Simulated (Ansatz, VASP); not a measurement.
# CdS (Hawleyite) in two plane-wave programs

One calculation is typed for both programs; each brings its own data sets. How far apart do they land? The cell is taken from a series of VASP runs on this material, whose earlier steps may have relaxed, scaled or displaced it; both programs get it as it stands. Valence electrons are named where the data sets of a main pair hold unlike numbers.

Method: plane waves, with VASP 6.6.1 beside it; band structure at LDA, in Ansatz 0.2.0.

## (1) Starting point

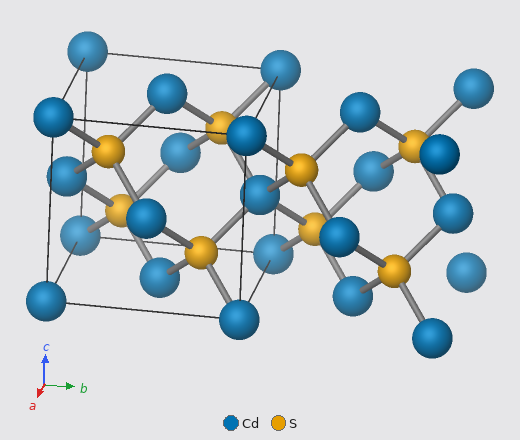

Start, viewed slightly off an axis; cadmium blue, sulfur orange. 1×2×1 cells are drawn. This picture shows the conventional cell, with its axes. Bonds to atoms that aren't drawn are left out. Some periodic images of atoms are drawn too.

## (2) VASP: band structure, LDA

Levels along a path test the potential and the projectors away from the mesh points.

Lines of VASP's logs that name or quote its potential files are left out, and so is its time.

The input, INCAR:

```
SYSTEM = CdS
PREC = Accurate
ENCUT = 350
EDIFF = 1E-06
NELM = 100
ISMEAR = 0
SIGMA = 0.03
LREAL = .FALSE.
ALGO = Normal
GGA = CA
NBANDS = 21
LORBIT = 11
LWAVE = .FALSE.
LCHARG = .FALSE.
KPAR = 4
LASPH = .TRUE.
```

The input, POSCAR:

```
CdS
1.0
    0.0000000000      2.8837844607      2.8837844607
    2.8837844607      0.0000000000      2.8837844607
    2.8837844607      2.8837844607      0.0000000000
Cd S
1 1
Direct
    0.0000000000      0.0000000000      0.0000000000
    0.7500000000      0.7500000000      0.7500000000
```

The input, KPOINTS:

```
Automatic mesh
0
Gamma
6 6 6
0 0 0
```

The input, KPOINTS_OPT:

```
Line mode
10
Line-mode
Reciprocal
  0.00000000   0.00000000   0.00000000 GAMMA
  0.50000000   0.00000000   0.50000000 X

  0.50000000   0.00000000   0.50000000 X
  0.50000000   0.25000000   0.75000000 W

  0.50000000   0.25000000   0.75000000 W
  0.37500000   0.37500000   0.75000000 K

  0.37500000   0.37500000   0.75000000 K
  0.00000000   0.00000000   0.00000000 GAMMA

  0.00000000   0.00000000   0.00000000 GAMMA
  0.50000000   0.50000000   0.50000000 L

  0.50000000   0.50000000   0.50000000 L
  0.62500000   0.25000000   0.62500000 U

  0.62500000   0.25000000   0.62500000 U
  0.50000000   0.25000000   0.75000000 W

  0.50000000   0.25000000   0.75000000 W
  0.50000000   0.50000000   0.50000000 L

  0.50000000   0.50000000   0.50000000 L
  0.37500000   0.37500000   0.75000000 K

  0.62500000   0.25000000   0.62500000 U
  0.50000000   0.00000000   0.50000000 X
```

Potentials, in the order of the species: Cd and S (LDA family, release 64).

Command:

```console
$ mpirun -np 4 vasp_std
```

Numbers of over 12 decimals in the logs are rounded to 6 here.

What it wrote:

```text
[banner, memory and clock lines left out]
running    4 mpi-ranks, on    1 nodes
 distrk:  each k-point on    1 cores,    4 groups
 distr:  one band on    1 cores,    1 groups

 POSCAR found type information on POSCAR CdS
 POSCAR found :  2 types and       2 ions
 LDA part: xc-table for (Slater(with rela. corr.)+CA(PZ))
 , standard interpolation
 POSCAR, INCAR and KPOINTS ok, starting setup
 FFT: planning ... GRIDC
 FFT: planning ... GRID_SOFT
 FFT: planning ... GRID
 WAVECAR not read
 entering main loop
       N       E                     dE             d eps       ncg     rms          rms(c)
DAV:   1     0.871693431045E+02    0.87169E+02   -0.69814E+03   720   0.569E+02
DAV:   2    -0.450722648892E+01   -0.91677E+02   -0.86082E+02   782   0.182E+02
DAV:   3    -0.790150855347E+01   -0.33943E+01   -0.33767E+01   802   0.364E+01
DAV:   4    -0.791844140048E+01   -0.16933E-01   -0.16932E-01   767   0.252E+00
DAV:   5    -0.791859341569E+01   -0.15202E-03   -0.15201E-03   797   0.214E-01    0.885E+00
DAV:   6    -0.743521422716E+01    0.48338E+00   -0.45252E-01   879   0.887E+00    0.699E+00
DAV:   7    -0.740634641649E+01    0.28868E-01   -0.13470E-01   797   0.211E+00    0.313E+00
DAV:   8    -0.740100845343E+01    0.53380E-02   -0.14331E-02   762   0.117E+00    0.253E-01
DAV:   9    -0.740062162111E+01    0.38683E-03   -0.13221E-03   814   0.477E-01    0.706E-02
DAV:  10    -0.740061323245E+01    0.83887E-05   -0.11613E-04   772   0.114E-01    0.593E-02
DAV:  11    -0.740062143678E+01   -0.82043E-05   -0.39270E-05   755   0.395E-02    0.281E-02
DAV:  12    -0.740061894749E+01    0.24893E-05   -0.54199E-06   836   0.276E-02    0.817E-03
DAV:  13    -0.740061904871E+01   -0.10122E-06   -0.10437E-06   581   0.496E-03
   1 F= -.74006190E+01 E0= -.74006190E+01  d E =-.424176E-28
 Start KPOINTS_OPT (optional k-point list driver)
k-point batch [1-16\100]
       N       E                     dE             ncg
DAV:   1     0.239410085375E+03   -0.56598E+04      704
DAV:   2    -0.130665170520E+04   -0.15461E+04      760
DAV:   3    -0.136357644714E+04   -0.56925E+02      817
DAV:   4    -0.136383493268E+04   -0.25849E+00      767
DAV:   5    -0.136383698825E+04   -0.20556E-02      854
DAV:   6    -0.136383701057E+04   -0.22319E-04      785
DAV:   7    -0.136383701083E+04   -0.25553E-06      698
[...]
k-point batch [97-100\100]
       N       E                     dE             ncg
DAV:   1     0.641660911855E+04   -0.20289E+04      176
DAV:   2     0.603001112607E+04   -0.38660E+03      188
DAV:   3     0.601563633896E+04   -0.14375E+02      203
DAV:   4     0.601556590507E+04   -0.70434E-01      198
DAV:   5     0.601556533479E+04   -0.57028E-03      203
DAV:   6     0.601556532814E+04   -0.66495E-05      208
DAV:   7     0.601556532806E+04   -0.82272E-07      166
```

OUTCAR, selected parts (step 2):

```text
ion  position               nearest neighbor table
   1  0.000  0.000  0.000-   2 2.50   2 2.50   2 2.50   2 2.50
   2  0.750  0.750  0.750-   1 2.50   1 2.50   1 2.50   1 2.50

  LATTYP: Found a face centered cubic cell.
 ALAT       =     5.7675689214

 Subroutine GETGRP returns: Found 24 space group operations
 (whereof 24 operations were pure point group operations)

The static configuration has the point symmetry T_d .

 Found     16 irreducible k-points:

   k-points           NKPTS =     16   k-points in BZ     NKDIM =     16   number of bands    NBANDS=     21

   dimension x,y,z NGX =    28 NGY =   28 NGZ =   28
   dimension x,y,z NGXF=    56 NGYF=   56 NGZF=   56

   ENCUT  =  350.0 eV  25.72 Ry    5.07 a.u.   6.22  6.22  6.22*2*pi/ulx,y,z

   NELECT =      18.0000    total number of electrons

 k-points in reciprocal lattice and weights: Automatic mesh
   0.00000000  0.00000000  0.00000000       0.005
   0.16666667  0.00000000  0.00000000       0.037
   0.33333333  0.00000000  0.00000000       0.037
   0.50000000  0.00000000  0.00000000       0.019
   0.16666667  0.16666667  0.00000000       0.028
   0.33333333  0.16666667  0.00000000       0.111
   0.50000000  0.16666667  0.00000000       0.111
  -0.33333333  0.16666667  0.00000000       0.111
  -0.16666667  0.16666667  0.00000000       0.056
[...]
-0.33333333  0.33333333  0.16666667       0.111
  -0.33333333  0.50000000  0.16666667       0.056

 average (electrostatic) potential at core
       1 -39.8698       2 -89.6144

 E-fermi :   1.6627

 k-point     1 :       0.0000    0.0000    0.0000
  band No.  band energies     occupation
    ...
      5      -5.9359      2.00000
      6      -5.9359      2.00000
      7       1.4362      2.00000
      8       1.4362      2.00000
      9       1.4362      2.00000
     10       2.3952      0.00000
     11       7.7829      0.00000
     12       7.7829      0.00000
     13       7.7829      0.00000
     14      12.6937      0.00000
    ...

 k-point     2 :       0.1667    0.0000    0.0000
  band No.  band energies     occupation
    ...
      5      -5.9372      2.00000
      6      -5.9372      2.00000
      7      -0.1868      2.00000
      8       1.2106      2.00000
      9       1.2106      2.00000
     10       3.6124      0.00000
     11       7.4472      0.00000
     12       8.1196      0.00000
     13       8.1196      0.00000
     14      12.0586      0.00000
    ...

 k-point     3 :       0.3333    0.0000    0.0000
  band No.  band energies     occupation
    ...
      5      -5.9181      2.00000
      6      -5.9181      2.00000
      7      -2.1974      2.00000
      8       0.8034      2.00000
      9       0.8034      2.00000
     10       4.2415      0.00000
     11       8.0190      0.00000
     12       8.3568      0.00000
     13       8.3568      0.00000
     14      12.2152      0.00000
    ...

  Total       -0.0742945     -0.0742945     -0.0742945     -0.0000000      0.0000000     -0.0000000
  in kB       -2.4816984     -2.4816984     -2.4816984     -0.0000000      0.0000000     -0.0000000
  external PRESSURE =      -2.4816984 kB  Pullay stress =       0.0000000 kB

  energy-cutoff  :      350.00
  volume of cell :       47.96
      direct lattice vectors                 reciprocal lattice vectors
     0.000000000  2.883784461  2.883784461    -0.173383277  0.173383277  0.173383277
     2.883784461  0.000000000  2.883784461     0.173383277 -0.173383277  0.173383277
     2.883784461  2.883784461  0.000000000     0.173383277  0.173383277 -0.173383277

 POSITION                                       TOTAL-FORCE (eV/Angst)
 -----------------------------------------------------------------------------------
      0.00000      0.00000      0.00000         0.000000      0.000000      0.000000
      4.32568      4.32568      4.32568        -0.000000     -0.000000     -0.000000
 -----------------------------------------------------------------------------------
    total drift:                               -0.000000     -0.000000     -0.000000

  FREE ENERGIE OF THE ION-ELECTRON SYSTEM (eV)
  ---------------------------------------------------
  free  energy   TOTEN  =        -7.4006190487 eV

  energy  without entropy=       -7.4006190487  energy(sigma->0) =       -7.40061905

 total charge
# of ion       s       p       d       tot
------------------------------------------
    1        0.449   0.356   9.537  10.342
    2        1.322   2.390   0.000   3.711
--------------------------------------------------
tot          1.770   2.745   9.537  14.053

[... 3 further parts left out ...]
```

The run ends at a pressure of -0.25 GPa.

## (3) Ansatz: band structure, LDA

Ansatz runs on its default PAW (the set named soft_2) files.

The same cell, functional (in two slightly different forms), mesh and smearing now go to Ansatz, which takes its cutoff from its data sets.

The input, input.yaml:

```yaml
crystal:
  lattice:
    - [0.0, 2.8837844607, 2.8837844607]
    - [2.8837844607, 0.0, 2.8837844607]
    - [2.8837844607, 2.8837844607, 0.0]
  atoms:
    - { symbol: Cd, position: [0.0, 0.0, 0.0] }
    - { symbol: S, position: [0.75, 0.75, 0.75] }
hamiltonian:
  xc: lda
  pseudopotentials: { kind: paw }
kpoints:
  mp_grid: { grid: [6, 6, 6] }
  band_path:
    path:
      - [0.0, 0.0, 0.0]
      - [0.16667, 0.0, 0.16667]
      - [0.33333, 0.0, 0.33333]
      - [0.5, 0.0, 0.5]
      - [0.5, 0.08333, 0.58333]
      - [0.5, 0.19444, 0.69444]
      - [0.5, 0.25, 0.75]
      - [0.45833, 0.29167, 0.75]
      - [0.40278, 0.34722, 0.75]
      - [0.375, 0.375, 0.75]
      - [0.20833, 0.20833, 0.41667]
      - [0.08333, 0.08333, 0.16667]
      - [0.0, 0.0, 0.0]
      - [0.22222, 0.22222, 0.22222]
      - [0.38889, 0.38889, 0.38889]
      - [0.51389, 0.47222, 0.51389]
      - [0.55556, 0.38889, 0.55556]
      - [0.61111, 0.27778, 0.61111]
      - [0.61111, 0.25, 0.63889]
      - [0.56944, 0.25, 0.68056]
      - [0.51389, 0.25, 0.73611]
      - [0.5, 0.27778, 0.72222]
      - [0.5, 0.38889, 0.61111]
      - [0.5, 0.47222, 0.52778]
      - [0.48611, 0.48611, 0.52778]
      - [0.43056, 0.43056, 0.63889]
      - [0.38889, 0.38889, 0.72222]
      - [0.59722, 0.19444, 0.59722]
      - [0.55556, 0.11111, 0.55556]
      - [0.5, 0.0, 0.5]
    npoints: 1
scf:
  occupations: { method: gaussian, width: 0.03 }
  n_extra_bands: 7
output:
  forces: true
  stress: true
  eigenvalues: true
```

Command:

```console
$ ansatz run input.yaml --threads 2 --pin off --max-ram 4608MiB --backend cpu --events-out ev --progress --plain --runs-dir out
```

What it wrote:

```text
scf.n_extra_bands = 7 over 13 filled bands (N_el = 26.0): the run solves 20 bands
Engine: ansatz 0.2.0, aarch64-unknown-linux-gnu
Pseudopotentials: kind: paw
Pseudopotential: Cd, paw, valence charge 20, recommended cutoff 420 eV (normal), Cd.paw.azcp
Pseudopotential: S, paw, valence charge 6, recommended cutoff 420 eV (normal), S.paw.azcp
Functional definition: SPW92
  exchange = slater_x
  correlation = pw_c
Crystal: 2 atoms, lattice volume = 47.964 Å³
Basis set: ecut = 420 eV, 941 PW (Γ)
Bands: 20, of which v1, the nominal top of the filled ones, is band 13 counted from 1 (12 counted from 0)
Symmetry: 24 space group operations
Space group: F-43m (ITA 216), of the structure as read, at distance tolerance 3.6e-5 Å
k-points: 16 of 216 (time reversal used)
Non-local potential: Cd, projectors of the file, l = 0: 3, l = 1: 2, l = 2: 2, l = 3: 1
Non-local potential: S, projectors of the file, l = 0: 2, l = 1: 2, l = 2: 2
PAW form: soft (Blöchl's): semilocal exchange-correlation on the pseudo side does not see the compensation charge
PAW frozen core: Cd, regenerated for the run's functional, and the local potential with it (the file was generated under x = pbe(κ = 0.804, μ = 0.219515), c = pbe(β = 0.066725))
PAW frozen core: S, regenerated for the run's functional, and the local potential with it (the file was generated under x = pbe(κ = 0.804, μ = 0.219515), c = pbe(β = 0.066725))
PAW one-centre angular grid: Cd, 590 points (default); XC on 64 Gauss nodes
PAW one-centre angular grid: S, 110 points (default); XC on 64 Gauss nodes
Initial density: superposition of atomic densities (neutral atoms: chi_scale 0, normalization atom), corrected by the library's trained network
Initial wavefunctions: pseudopotential atomic-orbital guess
Functional: x = slater, c = lda
SCF iter   1: F=—  HF=-8988.651754 eV  |F-HF|=—  |Δ(HF+E_count)|=         —  Δρ=8.36e-3  dr2=3.17e-2  ethr=1.77e-3  ⟨swp⟩=5.8  Hψ=1588  notcnv=0  defer=3
preconditioner: auto → none  [insulator: Δε(μ)=0.838 eV  Ē_g=14.682 eV  σ=0.030 eV  W_gap=1.00  n_scr=14 (ndim 8)  ℏωp=22.7 eV  f_vac=0.122  D(μ)=0.00/eV (n_scr^D=0)  ε∞_Penn≈3.4]
SCF iter   2: F=—  HF=-8988.641942 eV  |F-HF|=—  |Δ(HF+E_count)|=   9.81e-3  Δρ=2.55e-3  dr2=1.31e-3  ethr=1.22e-4  ⟨swp⟩=2.1  Hψ=657  notcnv=0  defer=38
SCF iter   3: F=—  HF=-8988.641529 eV  |F-HF|=—  |Δ(HF+E_count)|=   4.13e-4  Δρ=1.13e-3  dr2=2.73e-4  ethr=5.04e-6  ⟨swp⟩=2.8  Hψ=477  notcnv=0  defer=38
SCF iter   4: F=—  HF=-8988.641453 eV  |F-HF|=—  |Δ(HF+E_count)|=   7.64e-5  Δρ=1.70e-4  dr2=1.24e-5  ethr=1.05e-6  ⟨swp⟩=2.0  Hψ=426  notcnv=0  defer=38
SCF iter   5: F=—  HF=-8988.641469 eV  |F-HF|=—  |Δ(HF+E_count)|=   1.64e-5  Δρ=3.08e-5  dr2=2.25e-7  ethr=4.77e-8  ⟨swp⟩=2.1  Hψ=420  notcnv=0  defer=38
SCF iter   6: F=-8988.641469 eV  HF=-8988.641469 eV  |F-HF|=1.28e-8  |Δ(HF+E_count)|=   7.55e-8  Δρ=7.66e-6  dr2=1.64e-8  ethr=3.85e-10  ⟨swp⟩=8.3  Hψ=1500  notcnv=0
SCF 1 converged in 6 iterations: F = -8988.641469 eV  dr2 = 1.64e-8
  greatest PAW one-centre occupation: 1.000 electrons in one spin orbital (limit 2), on the Cd atom at site 0 (counted from 0), in its partial waves of l = 0
NSCF: frozen V_eff on 30 k-points
SCF converged after 6 iterations
Free energy (F): -8988.641469 eV
Harris-Foulkes:  -8988.641469 eV  (|F-HF|=1.28e-8)
Internal energy: -8988.641469 eV  (E = F + TS)
E sigma→0 (E₀):  -8988.641469 eV
Fermi energy:    7.589231 eV
--- Per-component energies (eV) ---
  E_band       = -503.510823
  E_kinetic    = 612.726432
  E_local      = -3967.253257  (includes V_loc(G=0)·N_el)
  E_nonlocal   = 70.398392
  E_hartree    = 1818.330832
  E_xc         = -271.863299
  E_vxc        = -309.252614  (∫ρ·V_xc dr)
  E_paw        = -4516.231969  (= ΣΔE_a)
  E_vpaw       = -546.798942  (= ΣTr[D̂ρ^β])
  E_aug_tail   = 0.000013  (compensation charges beyond the density's cutoff)
  E_ewald      = -2735.668378
  E_core_change = 0.919766  (= ΣΔE_core)
  E_smearing   = -0.000000  (= −TS)
  E_closure    = 0.000000  (closes the sum)
  Σ components = -8988.641469   (vs F -8988.641469, Δ=0.00e0)
--- Forces (eV/Å), atoms counted from 1 ---
  atom   1  Cd    -0.00000000     0.00000000     0.00000000
  atom   2  S      0.00000000    -0.00000000    -0.00000000
  max |Σ_I F_I| component: 1.02e-16 eV/Å
--- Stress (GPa, compression-positive) ---
       -0.373891       0.000000      -0.000000
       -0.000000      -0.373891       0.000000
       -0.000000       0.000000      -0.373891
  P = ⅓ Tr σ = -0.3739 GPa (-3.739 kbar)
--- Band table (eV; the first three rows and the last of 16) ---
  k-point 0: bands = [... 9 lower, -0.2422, 7.1221, 7.1221, 7.1221, 8.0553, 13.4458, 13.4458, 13.4458, ... 3 higher]
  k-point 1: bands = [... 9 lower, -0.2435, 5.4992, 6.8976, 6.8976, 9.2757, 13.1020, 13.7792, 13.7792, ... 3 higher]
  k-point 2: bands = [... 9 lower, -0.2243, 3.4930, 6.4915, 6.4915, 9.9073, 13.6686, 14.0194, 14.0194, ... 3 higher]
  k-point 15: bands = [... 9 lower, 0.4043, 2.9360, 4.7381, 4.8359, 11.6089, 12.1428, 15.1585, 15.2886, ... 3 higher]
```

Run time: 1.6 s. Hardware: 2 threads of Arm Neoverse V1, shared host; peak memory 0.29 GiB; 2.9 s of CPU time.

## (4) Comparison

Known differences besides the potentials themselves: the two LDA forms differ slightly; the data sets hold 26 valence electrons in Ansatz (on its default PAW (the set named soft_2) files) and 18 in VASP; the cutoff is 420 eV in Ansatz and 350 eV in VASP; VASP's log shows a relativistic correction to its local exchange, Ansatz's none. Total energies have different zeros and are not compared.

Compared:

```tsv
quantity	Ansatz	VASP	difference
pressure (GPa)	-0.37	-0.25	-0.13
gap over the path points (eV)	0.933	0.959	-0.026
```

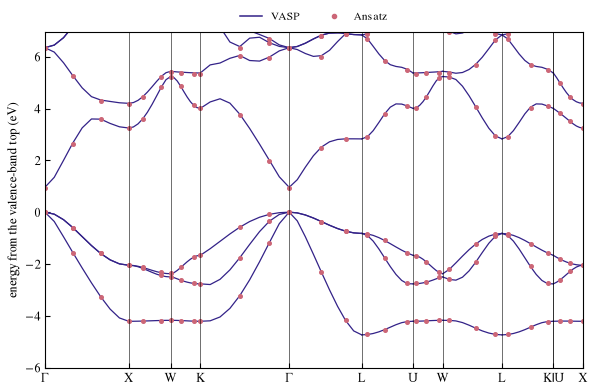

Bands from VASP (lines) and levels from Ansatz (dots). Dots without a line are higher empty bands that the VASP plot leaves out.

Levels at points of the path, from each program's valence-band top (eV; 4 filled, then empty):

```tsv
k (reciprocal lattice)	Ansatz	VASP
0.000 0.000 0.000	-7.36 0.00 0.00 0.00 0.93 6.32 6.32	-7.37 0.00 0.00 0.00 0.96 6.35 6.35
0.167 0.000 0.167	-7.34 -1.56 -0.59 -0.59 2.65 5.25 7.13	-7.35 -1.56 -0.60 -0.60 2.67 5.27 7.17
0.333 0.000 0.333	-7.26 -3.27 -1.59 -1.59 3.58 4.31 8.18	-7.27 -3.27 -1.60 -1.60 3.59 4.33 8.21
0.500 0.000 0.500	-6.88 -4.21 -2.04 -2.04 3.25 4.19 9.05	-6.89 -4.21 -2.05 -2.05 3.25 4.20 9.10
0.500 0.083 0.583	-6.83 -4.20 -2.16 -2.12 3.60 4.44 8.78	-6.83 -4.20 -2.17 -2.13 3.60 4.45 8.83
0.500 0.194 0.694	-6.69 -4.18 -2.44 -2.33 4.82 5.21 7.57	-6.69 -4.18 -2.45 -2.34 4.83 5.24 7.60
0.500 0.250 0.750	-6.67 -4.18 -2.49 -2.36 5.23 5.40 7.05	-6.67 -4.17 -2.50 -2.38 5.23 5.43 7.08
0.458 0.292 0.750	-6.68 -4.18 -2.61 -2.13 4.86 5.37 7.33	-6.69 -4.18 -2.62 -2.14 4.87 5.40 7.36
0.403 0.347 0.750	-6.72 -4.21 -2.74 -1.73 4.12 5.35 8.14	-6.73 -4.21 -2.75 -1.74 4.12 5.38 8.18
0.375 0.375 0.750	-6.73 -4.21 -2.75 -1.66 4.00 5.34 8.29	-6.73 -4.21 -2.77 -1.67 4.00 5.37 8.33
```

Among the levels compared at these points, filled levels agree within 12 meV and empty ones within 48 meV.

## (5) What came out

```json
{
 "largest difference of a filled level at the path points (band structure, LDA)": "12 meV"
}
```

What this shows: The largest difference of a filled level at the path points is 12 meV (band structure, LDA), within the 80 meV picked in this series as the mark of a large difference. The data sets hold unlike numbers of valence electrons (26 in Ansatz and 18 in VASP), so part of the differences comes from the potentials. 2 further runs of this series are not shown here. How closely two codes agree says nothing of how well the functional describes the real material.

[Lines on the potential files, build, host, timing and source positions are cut from VASP's logs without a mark.]

[Logs are printed without paths, hosts, clocks, repeated set-up lines and the standing remarks that a program may print on its own settings, such as how far it seeks lower states.]

[Hosts, paths, dates, database ids (printed as entryN), source tags and the programs' standing remarks are cut or masked in the printed files.]
